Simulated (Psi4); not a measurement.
# BHSClF (SMILES FB(S)Cl): M06-2X/def2-SVPD

What is the vertical singlet–triplet gap of BHSClF at M06-2X/def2-SVPD? The job is set up through a Python script.

The calculation is run with Psi4 1.11.

2 further runs of the same task are left out: 2 set aside as unsound or not needed.

### 1 The molecule

The species is BHSClF (5 atoms), meant as a singlet with charge 0. SMILES: `FB(S)Cl`. Geometry: relaxed at PBE0-D4/def2-TZVP. This is one conformer, not always the lowest.

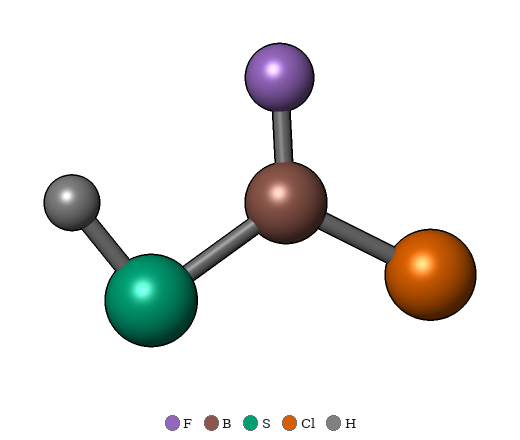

Viewed from a chosen angle; fluorine purple, boron brown, sulfur teal, chlorine orange, hydrogen grey.

### 2 Energy and forces at M06-2X/def2-SVPD

Contents of calc.py:

```python
import psi4

psi4.set_memory(1600000000)
psi4.set_num_threads(1)
psi4.set_output_file('bclfhs.out', False)

m = psi4.geometry("""
0 1
F     -1.00155485    -2.20436552     1.35096521
B     -0.80332258    -0.28534864    -0.22601124
S      2.00235380     1.60815693    -0.39873221
Cl    -3.35672052     0.42405454    -2.20153094
H      3.25354147     0.31841885     1.39688555
units bohr
symmetry c1
""")

options = {'basis': 'def2-SVPD', 'reference': 'rks', 'puream': True, 'e_convergence': 1e-09, 'd_convergence': 1e-08, 'scf_type': 'pk', 'dft_radial_points': 99, 'dft_spherical_points': 590}
psi4.set_options(options)

e = psi4.gradient('M06-2X', molecule=m)
print('gradient / Eh bohr^-1')
print(e.np.round(6))
```

On the command line:

```bash
$ python calc.py
```

bclfhs.out:

```text
[...]
  Running in c1 symmetry.
[...]
  Nuclear repulsion =  184.437112368084115
[...]
  Multiplicity = 1
[...]
  Nalpha       = 24
  Nbeta        = 24
[...]
    Number of basis functions: 105
[...]
   @RKS iter   1:  -983.34569928564247   -1.91343e-01   3.39255e-03 DIIS/ADIIS
[...]
   @RKS iter  11:  -983.40084190750281   -2.51248e-11   8.94817e-09 DIIS
[...]
    Orbital Energies [Eh]
    ---------------------
    Doubly Occupied:
       1A   -102.664195     2A    -89.934441     3A    -25.291687
       4A     -9.831704     5A     -8.296449     6A     -7.557345
       7A     -7.553596     8A     -7.552668     9A     -7.198493
      10A     -6.219435    11A     -6.217017    12A     -6.214778
      13A     -1.369139    14A     -0.956690    15A     -0.855720
      16A     -0.674211    17A     -0.596637    18A     -0.587101
      19A     -0.564397    20A     -0.477857    21A     -0.429236
      22A     -0.424762    23A     -0.404261    24A     -0.353848
[...]
  @RKS Final Energy:  -983.40084190750281
   => Energetics <=
    Nuclear Repulsion Energy =            184.4371123680841151
    One-Electron Energy =               -1724.7021199273722232
    Two-Electron Energy =                 589.5315729126858741
    DFT Exchange-Correlation Energy =     -32.6674072609006174
    Empirical Dispersion Energy =           0.0000000000000000
    VV10 Nonlocal Energy =                  0.0000000000000000
    Total Energy =                       -983.4008419075028087
[...]
 Multipole Moments:
 ------------------------------------------------------------------------------------
     Multipole            Electronic (a.u.)      Nuclear  (a.u.)        Total (a.u.)
 ------------------------------------------------------------------------------------
 L = 1.  Multiply by 2.5417464519 to convert [e a0] to [Debye]
 Dipole X            :         -2.9495679            3.3949842            0.4454163
 Dipole Y            :         -1.4128529            1.4345763            0.0217235
 Dipole Z            :         -0.3255935            0.5429553            0.2173618
 Magnitude           :                                                    0.4960985
[...]
  -Total Gradient:
     Atom            X                  Y                   Z
    ------   -----------------  -----------------  -----------------
       1        0.000039839601     0.002846425186    -0.002483601971
       2       -0.001960162981    -0.000717506220    -0.000398393891
       3       -0.000875549768    -0.002372245004     0.001603767123
       4        0.004036716245    -0.000976991988     0.002997851081
       5       -0.001201979526     0.001200550915    -0.001680789909
[...]
```

On the terminal:

```text
gradient / Eh bohr^-1
[[ 4.000e-05  2.846e-03 -2.484e-03]
 [-1.960e-03 -7.180e-04 -3.980e-04]
 [-8.760e-04 -2.372e-03  1.604e-03]
 [ 4.037e-03 -9.770e-04  2.998e-03]
 [-1.202e-03  1.201e-03 -1.681e-03]]
```

Run time: 25 s. Hardware: 1 thread of AMD EPYC 9R45 (Zen 5), shared host; peak memory 0.65 GiB.

### 3 The triplet at the same level

Contents of bclfhs.xyz:

```xyz
5
BClFHS
F     -0.530000    -1.166500     0.714900
B     -0.425100    -0.151000    -0.119600
S      1.059600     0.851000    -0.211000
Cl    -1.776300     0.224400    -1.165000
H      1.721700     0.168500     0.739200
```

Contents of job.py:

```python
import psi4

psi4.set_memory('1600 MB')
psi4.set_num_threads(1)
psi4.core.set_output_file('psi4.out', False)

with open('bclfhs.xyz') as f:
    atoms = ''.join(f.readlines()[2:])
geom = psi4.geometry('0 3\n' + atoms + 'symmetry c1')

options = {'reference': 'uks', 'puream': True, 'e_convergence': 1e-09, 'd_convergence': 1e-08, 'scf_type': 'pk', 'dft_radial_points': 99, 'dft_spherical_points': 590, 'maxiter': 200}
psi4.set_options(options)

energy_value, wavefunction = psi4.gradient('m06-2x/def2-SVPD', return_wfn=True)
psi4.oeprop(wavefunction, 'DIPOLE', 'QUADRUPOLE', 'WIBERG_LOWDIN_INDICES')
print('gradient / Eh bohr^-1')
print(energy_value.np.round(6))
print(f'energy = {wavefunction.energy():.10f} Eh')
```

On the command line:

```bash
$ python job.py
```

psi4.out, shortened:

```text
[...]
  Running in c1 symmetry.
[...]
  Nuclear repulsion =  184.437112351664581
[...]
  Multiplicity = 3
[...]
  Nalpha       = 25
  Nbeta        = 23
[...]
    Number of basis functions: 105
[...]
   @UKS iter   1:  -983.10202073220341    5.23357e-02   3.80238e-03 ADIIS/DIIS
[...]
   @UKS iter  17:  -983.18312420470704   -7.08269e-11   5.78306e-09 DIIS
[...]
   @S^2 Observed:                2.007908056E+00
[...]
  @UKS Final Energy:  -983.18312420470704
   => Energetics <=
    Nuclear Repulsion Energy =            184.4371123516645810
    One-Electron Energy =               -1724.4064392289446914
    Two-Electron Energy =                 589.4494468893619796
    DFT Exchange-Correlation Energy =     -32.6632442167889749
    Empirical Dispersion Energy =           0.0000000000000000
    VV10 Nonlocal Energy =                  0.0000000000000000
    Total Energy =                       -983.1831242047070418
[...]
  -Total Gradient:
     Atom            X                  Y                   Z
    ------   -----------------  -----------------  -----------------
       1       -0.006901355390     0.036364668563    -0.035493222047
       2        0.035806165808     0.000972961368     0.018086115900
       3       -0.035518491852    -0.027216339456     0.005095958794
       4        0.012126568853    -0.011463818291     0.016463810573
       5       -0.005497735125     0.001323135378    -0.004126116131
[...]
 Multipole Moments:
 ------------------------------------------------------------------------------------
     Multipole            Electronic (a.u.)      Nuclear  (a.u.)        Total (a.u.)
 ------------------------------------------------------------------------------------
 L = 1.  Multiply by 2.5417464519 to convert [e a0] to [Debye]
 Dipole X            :         -1.6479551            3.3949842            1.7470290
 Dipole Y            :         -0.7569193            1.4345763            0.6776570
 Dipole Z            :         -0.2108319            0.5429553            0.3321233
 Magnitude           :                                                    1.9030595
 L = 2.  Multiply by 1.3450342976 to convert [e a0^2] to [Debye ang]
 Quadrupole XX       :       -277.6027328          253.5444698          -24.0582630
 Quadrupole XY       :        -57.8142006           58.1719442            0.3577436
[...]
```

On the terminal:

```text
gradient / Eh bohr^-1
[[-0.006901  0.036365 -0.035493]
 [ 0.035806  0.000973  0.018086]
 [-0.035518 -0.027216  0.005096]
 [ 0.012127 -0.011464  0.016464]
 [-0.005498  0.001323 -0.004126]]
energy = -983.1831242047 Eh
```

Wall time 53 s (1 thread of AMD EPYC 9R45 (Zen 5), shared host); peak memory 0.65 GiB.

### 4 What came out

Level: M06-2X/def2-SVPD.

| quantity | value |
| --- | --- |
| singlet: total energy | -983.40084 Eh |
| singlet: dipole moment | 1.26 D |
| singlet: HOMO energy | -9.63 eV |
| singlet: LUMO energy | 0.10 eV |
| singlet: HOMO–LUMO gap | 9.73 eV |
| singlet: largest force on an atom | 0.263 eV/Å |
| triplet: total energy | -983.18312 Eh |
| triplet: dipole moment | 4.84 D |
| triplet: HOMO energy (highest over α and β) | -3.75 eV |
| triplet: ⟨S²⟩ | 2.008 |
| triplet: largest force on an atom | 2.637 eV/Å |
| vertical energy of the triplet above the singlet | 5.924 eV |

At this shape the triplet lies 5.92 eV (572 kJ/mol) above the singlet. The largest force (singlet) is 0.26 eV/Å: the shape isn't a stationary point for this species at this level.
